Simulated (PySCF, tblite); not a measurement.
# SiH4O2: dynamics, then NMR shifts on frames

Aim: move SiH4O2 (`O[SiH2]O`) away from its starting geometry and see how NMR shifts follow the geometry.

The runs use tblite 0.8.0 and PySCF 2.14.0, with density-fitted response routines of our own; the level of theory stands in each step. All values are computed, except where a source is named. Atoms count from 0, in the outputs and in this text.

## 1. Starting geometry

7 atoms, charge 0, multiplicity 1; geometry from: GFN2-xTB.

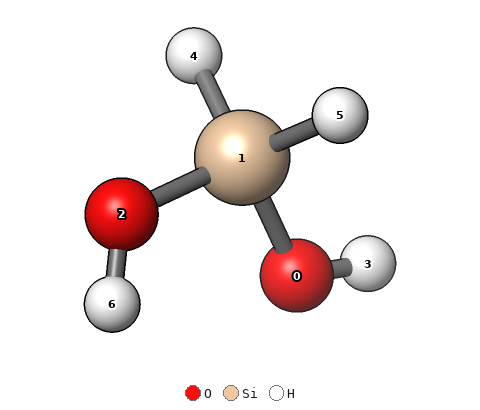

As it starts; oxygen red, silicon light orange, hydrogen white, atoms numbered.

## 2. Thermal motion with GFN2-xTB

Job settings and geometry (Å):

```
{"job": {"kind": "md", "xc": "GFN2-xTB", "basis": "xTB", "temperature": 300, "steps": 2000, "every": 50, "frames": 5}, "charge": 0, "multiplicity": 1}
O      1.060367    -0.734091    -0.159474
Si    -0.069364     0.426837     0.053682
O     -1.492316    -0.314320    -0.149567
H      1.985707    -0.522317    -0.102709
H      0.019218     1.451273    -0.977700
H      0.034231     0.963116     1.409177
H     -1.534510    -1.265594    -0.100487
```

Method: GFN2-xTB Langevin dynamics, gas phase.

Started as:

```
> OMP_NUM_THREADS=1 python probes_run.py task.json out
```

The driver reads the jobs from task.json and runs them one after another.

The log of the run:

```text
t/fs     T/K      E/eV
    0.0   242.7   -326.56604
   25.0   182.2   -326.44184
   50.0   173.0   -326.41024
   75.0   261.5   -326.46365
  100.0   354.9   -326.43714
  125.0   265.0   -326.42390
  150.0   262.2   -326.39996
  175.0   356.0   -326.37120
  200.0   281.1   -326.37110
  225.0   258.1   -326.33662
  250.0   380.9   -326.34816
  275.0   528.9   -326.37910
  300.0   468.9   -326.39471
  325.0   386.0   -326.31404
  350.0   267.5   -326.26081
  375.0   452.6   -326.39192
  400.0   304.1   -326.28054
  425.0   395.5   -326.33984
  450.0   277.6   -326.35624
  475.0   160.4   -326.31266
  500.0   333.4   -326.41859
  525.0   239.2   -326.41147
  550.0   213.7   -326.38614
  575.0   313.7   -326.39582
  600.0   198.7   -326.27913
  625.0   231.3   -326.32452
  650.0   262.6   -326.32447
  675.0   156.2   -326.24952
  700.0   308.3   -326.33925
  725.0   213.8   -326.32312
  750.0   395.4   -326.34354
  775.0   449.9   -326.37295
  800.0   552.9   -326.37511
  825.0   353.1   -326.31756
  850.0   246.8   -326.26313
  875.0   212.0   -326.34412
  900.0   446.9   -326.43430
  925.0   436.8   -326.29190
  950.0   265.9   -326.26127
  975.0   329.8   -326.40097
 1000.0   331.1   -326.37140
```

Wall time 3.4 s (1 thread of Arm Neoverse V2, shared host); peak memory 0.18 GiB.

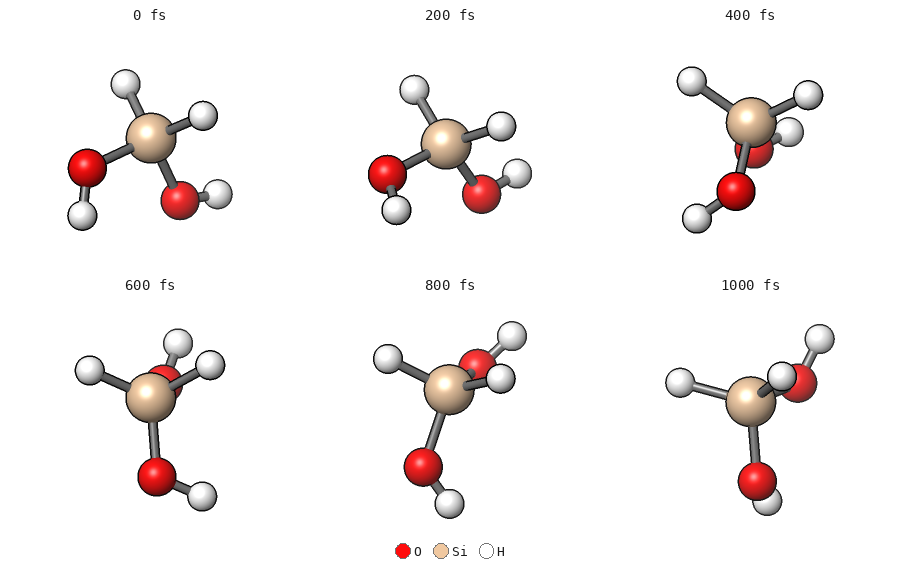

Frames of the run.

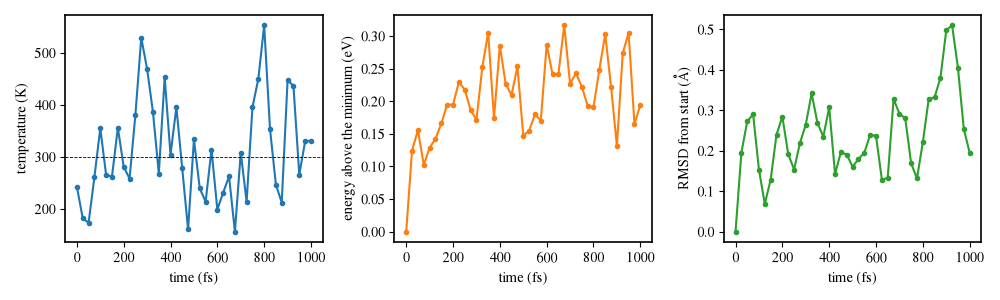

Temperature, potential energy and distance from the start.

Positions (Å) and forces (eV/Å) at 1000 fs:

```xyz
7

O    -0.276   -0.003    0.664   -0.013    1.624    0.462
Si   -1.808   -0.488    1.051    0.554    0.742   -0.587
O    -1.515   -2.048    1.167   -2.393   -0.247    1.517
H    -0.014    0.916    0.884   -0.262   -1.121   -0.462
H    -2.716   -0.257   -0.086    0.105    0.118    0.275
H    -2.195    0.058    2.336   -0.128   -0.028    0.054
H    -0.806   -2.403    0.727    2.138   -1.088   -1.259
```

## 3. Nuclear shieldings: 250 fs, PBE0/pcSseg-1

Job settings and geometry (Å):

```
{"job": {"kind": "nmr", "xc": "PBE0", "basis": "pcSseg-1", "pop": false}, "charge": 0, "multiplicity": 1}
O      0.461800    -0.863200     0.104900
Si    -0.736200     0.213600     0.471400
O     -1.898300    -0.927000     0.690400
H      1.315900    -0.516100    -0.218100
H     -1.058500     1.002500    -0.673800
H     -0.593700     0.734600     1.810400
H     -1.629200    -1.749100     1.079400
```

With the program's defaults for keys left out, this is: GIAO PBE0/pcSseg-1 NMR shielding, non-relativistic, gas phase.

The log of the run:

```text
coarse grid: 6280 points
cycle   1  E = -441.8937617649  dE =  3.284e-01  |g| = 9.761e-01  |ddm| = 2.277e+00
cycle   2  E = -441.6571509418  dE =  2.366e-01  |g| = 1.488e+00  |ddm| = 1.990e+00
cycle   3  E = -442.0615517020  dE = -4.044e-01  |g| = 5.808e-02  |ddm| = 1.400e+00
cycle   4  E = -442.0621005485  dE = -5.488e-04  |g| = 3.230e-02  |ddm| = 7.043e-02
cycle   5  E = -442.0622651884  dE = -1.646e-04  |g| = 1.081e-02  |ddm| = 2.721e-02
cycle   6  E = -442.0622848258  dE = -1.964e-05  |g| = 1.026e-03  |ddm| = 7.278e-03
cycle   7  E = -442.0622850383  dE = -2.125e-07  |g| = 2.405e-04  |ddm| = 1.303e-03
final grid: 55832 points
cycle   8  E = -442.0983235720  dE = -1.177e-05  |g| = 6.069e-03  |ddm| = 9.818e-03
cycle   9  E = -442.0983169244  dE =  6.648e-06  |g| = 8.663e-03  |ddm| = 9.482e-03
cycle  10  E = -442.0983294279  dE = -1.250e-05  |g| = 2.865e-04  |ddm| = 5.895e-03
cycle  11  E = -442.0983294386  dE = -1.072e-08  |g| = 1.451e-04  |ddm| = 2.917e-04
cycle  12  E = -442.0983294419  dE = -3.261e-09  |g| = 4.291e-05  |ddm| = 1.176e-04
cycle  13  E = -442.0983294422  dE = -3.104e-10  |g| = 3.460e-06  |ddm| = 3.220e-05
converged SCF energy = -442.0983294422

GIAO shielding tensors (ppm)
atom      isotropic    diamagn.    paramagn.     s11        s22        s33       span
  0 O      287.063     390.700    -103.637    248.358    273.378    339.454     91.096
  1 Si     365.700     877.996    -512.297    347.888    361.271    387.939     40.051
  2 O      293.558     387.592     -94.034    232.692    291.063    356.921    124.229
  3 H       30.055      31.163      -1.108     22.481     24.482     43.202     20.722
  4 H       26.789      29.418      -2.629     23.660     23.992     32.714      9.054
  5 H       26.176      29.216      -3.040     22.578     23.892     32.058      9.480
  6 H       30.549      31.719      -1.170     22.613     26.716     42.318     19.706
```

It took 2.1 s on 1 thread of Arm Neoverse V2, shared host; peak memory 0.35 GiB.

Shifts follow as δ = σ(reference) − σ, with reference shieldings (ppm) from runs at the same level and on the same kind of geometry: 1H TMS 31.72, 29Si TMS 349.2, 17O H2O 336.1. The references are single molecules in the gas phase, so shifts against H2O, NH3, PH3, H3PO4 or CFCl3 are not on the usual liquid scales and can be off by tens of ppm. Each atom is listed at this fixed geometry, with no averaging over motion; a spectrum would average atoms that exchange fast.

```csv
atoms,environment,σ (ppm),δ (ppm)
H5,hydrogen on a silicon bonded to 2 O,26.18,5.54
H4,hydrogen on a silicon bonded to 2 O,26.79,4.93
H3,hydrogen on an oxygen bonded to Si,30.05,1.66
H6,hydrogen on an oxygen bonded to Si,30.55,1.17
O0,"oxygen bonded to Si, H",287.1,49.0
O2,"oxygen bonded to Si, H",293.6,42.5
Si1,"silicon bonded to 2 O, 2 H",365.7,-16.5
```

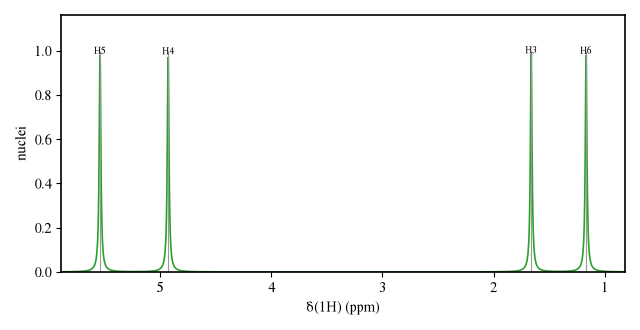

1H lines at the computed shifts, without couplings. Lines are broadened to a width of 0.02 ppm (Lorentzian).

## 4. Shielding tensors: 425 fs, PBE0/pcSseg-1

Job settings and geometry (Å):

```
{"job": {"kind": "nmr", "xc": "PBE0", "basis": "pcSseg-1", "pop": false}, "charge": 0, "multiplicity": 1}
O     -0.229900    -0.596500    -0.338600
Si    -1.407200    -0.260500     0.803400
O     -1.936800    -1.768100     1.227500
H      0.393200    -0.013300    -0.720400
H     -2.282600     0.744600     0.238900
H     -0.593000     0.245500     1.909500
H     -1.885000    -2.488400     0.657000
```

Level: GIAO PBE0/pcSseg-1 NMR shielding, non-relativistic, gas phase.

The log of the run:

```text
coarse grid: 6280 points
cycle   1  E = -441.9046995264  dE =  3.049e-01  |g| = 9.619e-01  |ddm| = 2.285e+00
cycle   2  E = -441.6989779926  dE =  2.057e-01  |g| = 1.426e+00  |ddm| = 1.670e+00
cycle   3  E = -442.0637963073  dE = -3.648e-01  |g| = 5.167e-02  |ddm| = 1.140e+00
cycle   4  E = -442.0643741882  dE = -5.779e-04  |g| = 9.891e-03  |ddm| = 5.233e-02
cycle   5  E = -442.0643933134  dE = -1.913e-05  |g| = 3.885e-03  |ddm| = 1.151e-02
cycle   6  E = -442.0643956783  dE = -2.365e-06  |g| = 1.339e-03  |ddm| = 3.303e-03
final grid: 55832 points
cycle   7  E = -442.1007165886  dE = -1.057e-05  |g| = 6.409e-03  |ddm| = 9.903e-03
cycle   8  E = -442.1007091092  dE =  7.479e-06  |g| = 9.214e-03  |ddm| = 9.265e-03
cycle   9  E = -442.1007232050  dE = -1.410e-05  |g| = 2.151e-04  |ddm| = 5.662e-03
cycle  10  E = -442.1007232099  dE = -4.920e-09  |g| = 1.381e-04  |ddm| = 2.232e-04
cycle  11  E = -442.1007232130  dE = -3.069e-09  |g| = 3.250e-05  |ddm| = 9.471e-05
cycle  12  E = -442.1007232131  dE = -1.733e-10  |g| = 3.269e-06  |ddm| = 2.497e-05
converged SCF energy = -442.1007232131

GIAO shielding tensors (ppm)
atom      isotropic    diamagn.    paramagn.     s11        s22        s33       span
  0 O      308.432     393.027     -84.595    262.847    289.398    373.053    110.206
  1 Si     377.927     878.223    -500.296    349.189    382.358    402.234     53.045
  2 O      312.268     386.204     -73.936    263.292    323.167    350.344     87.052
  3 H       31.224      34.363      -3.139     23.181     24.751     45.740     22.559
  4 H       26.272      29.085      -2.812     22.996     24.046     31.776      8.780
  5 H       26.299      29.784      -3.486     23.011     24.017     31.867      8.856
  6 H       30.893      33.139      -2.246     22.567     25.429     44.682     22.115
```

Wall time 1.8 s (1 thread of Arm Neoverse V2, shared host); peak memory 0.36 GiB.

Key values: δ O0 27.6, O2 23.8, Si1 -28.8, H4 5.44, H5 5.42 ppm.

## 5. Shielding tensors: 625 fs, PBE0/pcSseg-1

Job settings and geometry (Å):

```
{"job": {"kind": "nmr", "xc": "PBE0", "basis": "pcSseg-1", "pop": false}, "charge": 0, "multiplicity": 1}
O     -0.405400     0.222000    -0.392600
Si    -1.606600    -0.083000     0.661500
O     -1.401000    -1.718100     0.780900
H     -0.270600     1.048300    -0.845200
H     -2.947800    -0.201300    -0.016100
H     -1.555400     0.600000     1.894900
H     -0.575900    -2.061100     0.974400
```

Level: GIAO PBE0/pcSseg-1 NMR shielding, non-relativistic, gas phase.

The log of the run:

```text
coarse grid: 6280 points
cycle   1  E = -441.8951581384  dE =  3.585e-01  |g| = 9.730e-01  |ddm| = 2.289e+00
cycle   2  E = -441.6616940351  dE =  2.335e-01  |g| = 1.478e+00  |ddm| = 1.798e+00
cycle   3  E = -442.0601403279  dE = -3.984e-01  |g| = 5.872e-02  |ddm| = 1.257e+00
cycle   4  E = -442.0608836692  dE = -7.433e-04  |g| = 1.237e-02  |ddm| = 6.299e-02
cycle   5  E = -442.0609120761  dE = -2.841e-05  |g| = 5.620e-03  |ddm| = 1.418e-02
cycle   6  E = -442.0609170435  dE = -4.967e-06  |g| = 1.639e-03  |ddm| = 4.286e-03
final grid: 55832 points
cycle   7  E = -442.0977130244  dE = -8.751e-06  |g| = 7.108e-03  |ddm| = 1.038e-02
cycle   8  E = -442.0977028998  dE =  1.012e-05  |g| = 1.047e-02  |ddm| = 1.094e-02
cycle   9  E = -442.0977212880  dE = -1.839e-05  |g| = 2.229e-04  |ddm| = 6.661e-03
cycle  10  E = -442.0977212910  dE = -3.057e-09  |g| = 1.747e-04  |ddm| = 2.182e-04
cycle  11  E = -442.0977212961  dE = -5.089e-09  |g| = 1.664e-05  |ddm| = 1.137e-04
cycle  12  E = -442.0977212962  dE = -4.388e-11  |g| = 1.946e-06  |ddm| = 1.284e-05
converged SCF energy = -442.0977212962

GIAO shielding tensors (ppm)
atom      isotropic    diamagn.    paramagn.     s11        s22        s33       span
  0 O      297.120     391.492     -94.372    262.393    289.390    339.578     77.185
  1 Si     373.658     878.306    -504.648    353.874    375.220    391.880     38.006
  2 O      298.729     388.392     -89.662    244.517    297.061    354.610    110.093
  3 H       30.272      31.955      -1.682     22.385     23.937     44.495     22.110
  4 H       26.060      27.417      -1.357     22.605     24.035     31.540      8.935
  5 H       26.852      29.372      -2.520     23.548     24.388     32.621      9.073
  6 H       31.534      35.022      -3.488     23.718     26.383     44.500     20.782
```

Run time: 1.9 s. Hardware: 1 thread of Arm Neoverse V2, shared host; peak memory 0.36 GiB.

This run: δ O0 39.0, O2 37.3, Si1 -24.5, H4 5.66, H5 4.86 ppm.

## 6. NMR shieldings: 800 fs, PBE0/pcSseg-1

Job settings and geometry (Å):

```
{"job": {"kind": "nmr", "xc": "PBE0", "basis": "pcSseg-1", "pop": false}, "charge": 0, "multiplicity": 1}
O     -0.216600     0.350000     0.170900
Si    -1.567800    -0.152200     0.911100
O     -1.759500    -1.736400     0.599900
H      0.233100     1.060600     0.583300
H     -2.758800     0.322200     0.332400
H     -1.548500     0.158300     2.386100
H     -1.224600    -2.406000     0.895100
```

Level: GIAO PBE0/pcSseg-1 NMR shielding, non-relativistic, gas phase.

The log of the run:

```text
coarse grid: 6280 points
cycle   1  E = -441.9112272191  dE =  3.883e-01  |g| = 9.535e-01  |ddm| = 2.312e+00
cycle   2  E = -441.7124861402  dE =  1.987e-01  |g| = 1.407e+00  |ddm| = 1.597e+00
cycle   3  E = -442.0664037768  dE = -3.539e-01  |g| = 5.530e-02  |ddm| = 1.093e+00
cycle   4  E = -442.0670667349  dE = -6.630e-04  |g| = 1.138e-02  |ddm| = 5.618e-02
cycle   5  E = -442.0670894960  dE = -2.276e-05  |g| = 5.511e-03  |ddm| = 1.283e-02
cycle   6  E = -442.0670943391  dE = -4.843e-06  |g| = 1.446e-03  |ddm| = 3.965e-03
final grid: 55832 points
cycle   7  E = -442.1044780839  dE = -8.670e-06  |g| = 7.170e-03  |ddm| = 9.943e-03
cycle   8  E = -442.1044685952  dE =  9.489e-06  |g| = 1.036e-02  |ddm| = 1.039e-02
cycle   9  E = -442.1044864261  dE = -1.783e-05  |g| = 2.091e-04  |ddm| = 6.267e-03
cycle  10  E = -442.1044864297  dE = -3.569e-09  |g| = 1.568e-04  |ddm| = 2.027e-04
cycle  11  E = -442.1044864337  dE = -4.034e-09  |g| = 2.196e-05  |ddm| = 1.004e-04
cycle  12  E = -442.1044864338  dE = -8.833e-11  |g| = 1.590e-06  |ddm| = 1.763e-05
converged SCF energy = -442.1044864338

GIAO shielding tensors (ppm)
atom      isotropic    diamagn.    paramagn.     s11        s22        s33       span
  0 O      295.681     390.690     -95.009    247.093    295.901    344.049     96.956
  1 Si     383.158     878.331    -495.173    360.217    379.358    409.900     49.683
  2 O      298.945     386.668     -87.723    249.862    302.921    344.052     94.190
  3 H       30.947      32.808      -1.860     23.063     25.123     44.656     21.594
  4 H       27.584      29.320      -1.736     23.885     25.669     33.199      9.313
  5 H       26.170      27.745      -1.576     22.991     24.225     31.294      8.304
  6 H       31.156      34.258      -3.103     23.436     25.082     44.948     21.512
```

It took 1.9 s on 1 thread of Arm Neoverse V2, shared host; peak memory 0.36 GiB.

Key values: δ O0 40.4, O2 37.1, Si1 -34.0, H5 5.55, H4 4.13 ppm.

## 7. NMR shieldings: 1000 fs, PBE0/pcSseg-1

Job settings and geometry (Å):

```
{"job": {"kind": "nmr", "xc": "PBE0", "basis": "pcSseg-1", "pop": false}, "charge": 0, "multiplicity": 1}
O     -0.276000    -0.003000     0.663900
Si    -1.807500    -0.488300     1.050900
O     -1.514600    -2.048000     1.167500
H     -0.014000     0.916500     0.883900
H     -2.716200    -0.256600    -0.085500
H     -2.194800     0.057900     2.336200
H     -0.806200    -2.402600     0.727000
```

With the program's defaults for keys left out, this is: GIAO PBE0/pcSseg-1 NMR shielding, non-relativistic, gas phase.

The log of the run:

```text
coarse grid: 6280 points
cycle   1  E = -441.9033305379  dE =  3.776e-01  |g| = 9.656e-01  |ddm| = 2.294e+00
cycle   2  E = -441.7016690742  dE =  2.017e-01  |g| = 1.421e+00  |ddm| = 1.723e+00
cycle   3  E = -442.0637449893  dE = -3.621e-01  |g| = 6.169e-02  |ddm| = 1.177e+00
cycle   4  E = -442.0642617689  dE = -5.168e-04  |g| = 3.957e-02  |ddm| = 6.709e-02
cycle   5  E = -442.0645163965  dE = -2.546e-04  |g| = 8.299e-03  |ddm| = 2.824e-02
cycle   6  E = -442.0645282073  dE = -1.181e-05  |g| = 8.595e-04  |ddm| = 5.731e-03
cycle   7  E = -442.0645283591  dE = -1.518e-07  |g| = 2.215e-04  |ddm| = 1.145e-03
final grid: 55832 points
cycle   8  E = -442.1012403029  dE = -1.100e-05  |g| = 6.316e-03  |ddm| = 9.377e-03
cycle   9  E = -442.1012337325  dE =  6.570e-06  |g| = 8.853e-03  |ddm| = 9.171e-03
cycle  10  E = -442.1012466508  dE = -1.292e-05  |g| = 2.803e-04  |ddm| = 5.544e-03
cycle  11  E = -442.1012466595  dE = -8.683e-09  |g| = 1.668e-04  |ddm| = 2.662e-04
cycle  12  E = -442.1012466639  dE = -4.487e-09  |g| = 3.325e-05  |ddm| = 1.198e-04
cycle  13  E = -442.1012466641  dE = -1.806e-10  |g| = 3.560e-06  |ddm| = 2.677e-05
converged SCF energy = -442.1012466641

GIAO shielding tensors (ppm)
atom      isotropic    diamagn.    paramagn.     s11        s22        s33       span
  0 O      289.657     392.985    -103.328    243.108    276.686    349.176    106.067
  1 Si     374.386     879.435    -505.049    351.977    374.135    397.047     45.071
  2 O      307.947     387.389     -79.442    258.030    305.476    360.336    102.306
  3 H       29.774      31.469      -1.696     22.345     24.301     42.676     20.332
  4 H       26.285      29.173      -2.888     23.089     23.945     31.821      8.732
  5 H       26.694      28.463      -1.769     23.657     24.047     32.379      8.723
  6 H       31.753      35.394      -3.641     23.215     27.083     44.959     21.744
```

Run time: 1.9 s. Hardware: 1 thread of Arm Neoverse V2, shared host; peak memory 0.36 GiB.

In short: δ O0 46.4, O2 28.1, Si1 -25.2, H4 5.43, H5 5.02 ppm.

## 8. Run by run: NMR shifts

Shifts (ppm), with basis size and wall time:

```csv
frame,H5,H4,H3,H6,O0,O2,Si1,functions,time
250 fs,5.54,4.93,1.66,1.17,49.0,42.5,-16.5,78,2.1 s
425 fs,5.42,5.44,0.49,0.82,27.6,23.8,-28.8,78,1.8 s
625 fs,4.86,5.66,1.44,0.18,39.0,37.3,-24.5,78,1.9 s
800 fs,5.55,4.13,0.77,0.56,40.4,37.1,-34.0,78,1.9 s
1000 fs,5.02,5.43,1.94,-0.04,46.4,28.1,-25.2,78,1.9 s
```

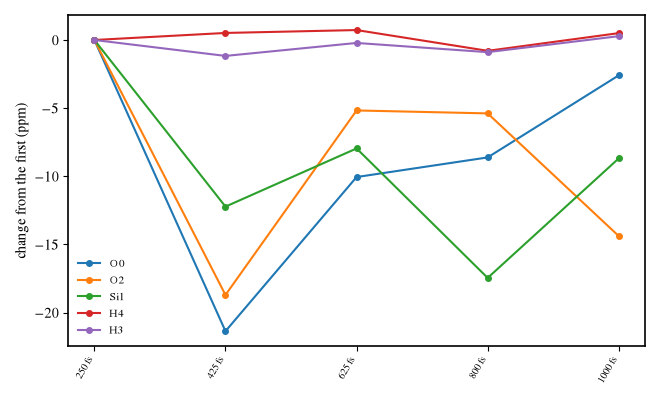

How five of the tabulated atoms move from run to run.

## 9. Summary of results

| quantity | value |
| --- | --- |
| thermostat | 300 K |
| mean temperature, second half | 309 K |
| mean potential energy above the minimum | 0.22 eV |
| 1H shifts against TMS (PBE0/pcSseg-1, 250 fs) | 5.54, 4.93, 1.66, 1.17 ppm |
| 17O shifts against H2O (PBE0/pcSseg-1, 250 fs) | 49.0, 42.5 ppm |
| 29Si shifts against TMS (PBE0/pcSseg-1, 250 fs) | -16.5 ppm |
| range of the shift of O0 | 27.6 to 49.0 ppm |

**Reading.** In the second half the potential energy averages 0.22 eV above the minimum; equipartition over 15 harmonic modes at 300 K would give 0.19 eV. With 7 atoms the temperature swings widely (156 to 553 K). Shifts at one fixed geometry are not the observed spectrum, which averages over the motion. In the first frame run (250 fs): Shielding is most anisotropic at O2 (span 124 ppm, paramagnetic term -94 ppm). In ppm, O0 moves most: its shift spreads over 21.4 ppm, from 27.6 (425 fs) to 49.0 (250 fs).
